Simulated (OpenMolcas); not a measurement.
# One shape, several levels: triplet CH4F2OSi

Aim: a comparison of 6 runs (UHF/3-21G, UHF/cc-pVDZ, UBHLYP/cc-pVDZ, UBLYP/cc-pVDZ, UPBE0/cc-pVDZ, UTPSS/cc-pVDZ) of triplet CH4F2OSi. 

The calculation is run with OpenMolcas 26.06.

## (1) Starting point

The species is CH4F2OSi (9 atoms), meant as a triplet with charge 0. As SMILES of the parent species, `C[Si](O)(F)F`. The coordinates come from a PBE0-D4/def2-TZVP relaxation. This is one conformer, not always the lowest. That shape belongs to the parent species and isn't relaxed for this state.

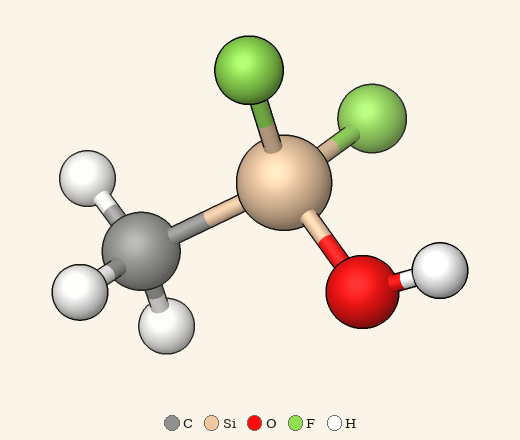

Viewed from a chosen angle; carbon grey, silicon light orange, oxygen red, fluorine green, hydrogen white.

## (2) The energy at UHF/3-21G (run 1)

Input file calc.inp:

```
>>> EXPORT MOLCAS_PRINT=2

&GATEWAY
  BASLIB=$CurrDir
  BASISSET
  C.3-21G....
  C1 -1.189400 0.338900 -0.162200 angstrom
  End of Basis
  BASISSET
  Si.3-21G....
  Si2 0.580100 -0.130700 -0.192500 angstrom
  End of Basis
  BASISSET
  O.3-21G....
  O3 1.083400 -0.479900 1.308000 angstrom
  End of Basis
  BASISSET
  F.3-21G....
  F4 0.827400 -1.374000 -1.151900 angstrom
  F5 1.471900 1.032700 -0.807900 angstrom
  End of Basis
  BASISSET
  H.3-21G....
  H6 -1.795500 -0.480100 0.229600 angstrom
  H7 -1.342100 1.213300 0.473300 angstrom
  H8 -1.540100 0.577500 -1.168100 angstrom
  H9 1.992700 -0.743900 1.454700 angstrom
  End of Basis

&SEWARD

&SCF
  UHF
  SPIN=3
  THRESHOLDS=1e-10 1e-07 1e-07 1e-05
  PRORBITALS=1 2
```

The basis set 3-21G is read from a file made from the Basis Set Exchange's data (not shown).

Launch:

```bash
$ export MOLCAS_MEM=1860
$ pymolcas calc.inp > calc.log
```

Output:

```text
--- Start Module: gateway ---
[...]
--- Stop Module: gateway /rc=_RC_ALL_IS_WELL_ ---
--- Start Module: seward ---
[...]
      Basis functions           57
--- Stop Module: seward /rc=_RC_ALL_IS_WELL_ ---
--- Start Module: scf ---
[...]
       Convergence after  39 Iterations
[...]
::    Total SCF energy                               -599.5320961689
[...]
      Total spin, S                                     1.0010259157
[...]
      Total electronic charge=   50.000000
      Total            charge=   -0.000000
[...]
      Dipole Moment (debye):
      Origin of the operator (angstrom)=    0.6149   -0.1345   -0.2311
                   X= -3.3217E+00               Y=  7.5149E-01               Z=  9.6079E-01           Total=  3.5386E+00
      Quadrupole Moment (debye*angstrom):
[...]
--- Stop Module: scf /rc=_RC_ALL_IS_WELL_ ---
[...]
```

It took 5.1 s on 1 thread of Intel Xeon Platinum 8375C at 2.90GHz (Ice Lake), shared host; peak memory 0.39 GiB.

## (3) A single-point energy at UHF/cc-pVDZ (run 2)

Input file test.input:

```
&GATEWAY
  BASLIB = $CurrDir
  COORD
  9
  angstrom
  C       -1.189400       0.338900      -0.162200
  Si       0.580100      -0.130700      -0.192500
  O        1.083400      -0.479900       1.308000
  F        0.827400      -1.374000      -1.151900
  F        1.471900       1.032700      -0.807900
  H       -1.795500      -0.480100       0.229600
  H       -1.342100       1.213300       0.473300
  H       -1.540100       0.577500      -1.168100
  H        1.992700      -0.743900       1.454700
  BASIS = cc-pVDZ
  GROUP = NoSym

&SEWARD

&SCF
  UHF
  SPIN = 3
  THRESHOLDS = 1e-10 1e-07 1e-07 1e-05
  PRORBITALS = 1 1
```

The basis set cc-pVDZ is read from a file made from the Basis Set Exchange's data (not shown).

Launch:

```bash
$ export MOLCAS_MEM=1860
$ pymolcas test.input > test.log
```

Output:

```text
--- Start Module: gateway ---
[...]
--- Stop Module: gateway /rc=_RC_ALL_IS_WELL_ ---
--- Start Module: seward ---
[...]
      Basis functions           94
--- Stop Module: seward /rc=_RC_ALL_IS_WELL_ ---
[...]
--- Start Module: scf ---
[...]
       Convergence after  38 Iterations
[...]
::    Total SCF energy                               -602.7701248849
[...]
      Total spin, S                                     1.0017728823
[...]
      Total electronic charge=   50.000000
      Total            charge=   -0.000000
[...]
      Dipole Moment (debye):
      Origin of the operator (angstrom)=    0.6149   -0.1345   -0.2311
                   X= -4.5812E+00               Y=  1.2435E+00               Z= -1.2642E-01           Total=  4.7487E+00
      Quadrupole Moment (debye*angstrom):
[...]
--- Stop Module: scf /rc=_RC_ALL_IS_WELL_ ---
[...]
```

Wall time 18 s (1 thread of Intel Xeon Platinum 8375C at 2.90GHz (Ice Lake), shared host); peak memory 0.52 GiB.

Run 3 isn't shown in full; the table further down has it.

## (4) A single-point energy at UBLYP/cc-pVDZ (run 4)

Input file test.input:

```
&GATEWAY
 BASLIB
 $CurrDir
 COORD
 9
 angstrom
 C       -1.189400       0.338900      -0.162200
 Si       0.580100      -0.130700      -0.192500
 O        1.083400      -0.479900       1.308000
 F        0.827400      -1.374000      -1.151900
 F        1.471900       1.032700      -0.807900
 H       -1.795500      -0.480100       0.229600
 H       -1.342100       1.213300       0.473300
 H       -1.540100       0.577500      -1.168100
 H        1.992700      -0.743900       1.454700
 BASIS
 cc-pVDZ
 GROUP
 NoSym

&SEWARD
 GRIDINPUT
 Grid=UltraFine
 End of Grid

&SCF
 UHF
 SPIN
 3
 KSDFT
 BLYP
 THRESHOLDS
 1e-10 1e-07 1e-07 1e-05
 PRORBITALS
 1 1
```

The basis set cc-pVDZ is read from a file made from the Basis Set Exchange's data (not shown).

Launch:

```bash
$ export MOLCAS_MEM=1860
$ pymolcas test.input > test.log
```

Output:

```text
--- Start Module: gateway ---
[...]
--- Stop Module: gateway /rc=_RC_ALL_IS_WELL_ ---
--- Start Module: seward ---
[...]
      Basis functions           94
--- Stop Module: seward /rc=_RC_ALL_IS_WELL_ ---
[...]
--- Start Module: scf ---
[...]
       Convergence after  53 Iterations
[...]
::    Total KS-DFT energy                            -604.7245150242
[...]
      Total spin, S                                     1.0006631472
[...]
      Total electronic charge=   50.000000
      Total            charge=   -0.000000
[...]
      Dipole Moment (debye):
      Origin of the operator (angstrom)=    0.6149   -0.1345   -0.2311
                   X= -9.1532E+00               Y=  3.1854E+00               Z= -5.1344E+00           Total=  1.0968E+01
      Quadrupole Moment (debye*angstrom):
[...]
--- Stop Module: scf /rc=_RC_ALL_IS_WELL_ ---
[...]
```

Run time: 2.4 min. Hardware: 1 thread of Intel Xeon Platinum 8375C at 2.90GHz (Ice Lake), shared host; peak memory 0.52 GiB.

Run 5 isn't shown in full; the table further down has it.

## (5) The energy at UTPSS/cc-pVDZ (run 6)

Input file mol.input:

```
>>> EXPORT MOLCAS_PRINT=2

&GATEWAY
  BasLib = $CurrDir
  Coord
  9
  angstrom
  C       -1.189400       0.338900      -0.162200
  Si       0.580100      -0.130700      -0.192500
  O        1.083400      -0.479900       1.308000
  F        0.827400      -1.374000      -1.151900
  F        1.471900       1.032700      -0.807900
  H       -1.795500      -0.480100       0.229600
  H       -1.342100       1.213300       0.473300
  H       -1.540100       0.577500      -1.168100
  H        1.992700      -0.743900       1.454700
  Basis = cc-pVDZ
  Group = NoSym

&SEWARD
  GridInput
  Grid=UltraFine
  End of Grid

&SCF
  UHF
  Spin = 3
  KSDFT = 2
  1.0 MGGA_X_TPSS
  1.0 MGGA_C_TPSS
  Thresholds = 1e-10 1e-07 1e-07 1e-05
  PrOrbitals = 1 1
```

The basis set cc-pVDZ is read from a file made from the Basis Set Exchange's data (not shown).

Launch:

```bash
$ export MOLCAS_MEM=1860
$ pymolcas mol.input > mol.log
```

Output:

```text
--- Start Module: gateway ---
[...]
--- Stop Module: gateway /rc=_RC_ALL_IS_WELL_ ---
--- Start Module: seward ---
[...]
      Basis functions           94
--- Stop Module: seward /rc=_RC_ALL_IS_WELL_ ---
[...]
--- Start Module: scf ---
[...]
       Convergence after  36 Iterations
[...]
::    Total KS-DFT energy                            -604.8344511866
[...]
      Total spin, S                                     1.0008331019
[...]
      Total electronic charge=   50.000000
      Total            charge=   -0.000000
[...]
      Dipole Moment (debye):
      Origin of the operator (angstrom)=    0.6149   -0.1345   -0.2311
                   X= -9.5937E+00               Y=  3.3871E+00               Z= -5.7206E+00           Total=  1.1672E+01
      Quadrupole Moment (debye*angstrom):
[...]
--- Stop Module: scf /rc=_RC_ALL_IS_WELL_ ---
[...]
```

Run time: 2.8 min. Hardware: 1 thread of Intel Xeon Platinum 8375C at 2.90GHz (Ice Lake), shared host; peak memory 0.52 GiB.

## (6) Overview of the runs

```csv
run,level,integration grid,energy (Eh),dipole moment (D),HOMO energy (eV),⟨S²⟩,wall time
1,UHF/3-21G,–,-599.532096,3.54,-3.61,2.003,5.1 s
2,UHF/cc-pVDZ,–,-602.770125,4.75,-4.04,2.005,18 s
3,UBHLYP/cc-pVDZ,UltraFine,-604.651949,3.71,-2.57,2.003,1.7 min
4,UBLYP/cc-pVDZ,UltraFine,-604.724515,10.97,-0.69,2.002,2.4 min
5,UPBE0/cc-pVDZ,UltraFine,-604.343322,3.37,-1.88,2.003,81 s
6,UTPSS/cc-pVDZ,UltraFine,-604.834451,11.67,-0.92,2.002,2.8 min
```

## (7) Results

| quantity | value |
| --- | --- |
| run 6: total energy | -604.83445 Eh |
| run 6: dipole moment | 11.67 D |
| run 6: HOMO energy (highest over α and β) | -0.92 eV |
| run 6: ⟨S²⟩ | 2.002 |

**Reading.** The dipole moment (its size) runs from 3.37 D (UPBE0/cc-pVDZ) to 11.67 D (UTPSS/cc-pVDZ). So wide a spread suggests that the runs ended on unlike SCF solutions, not only an effect of the method. Totals of different functionals can't be ranked against each other. All runs together took 8.6 min, the longest 2.8 min.
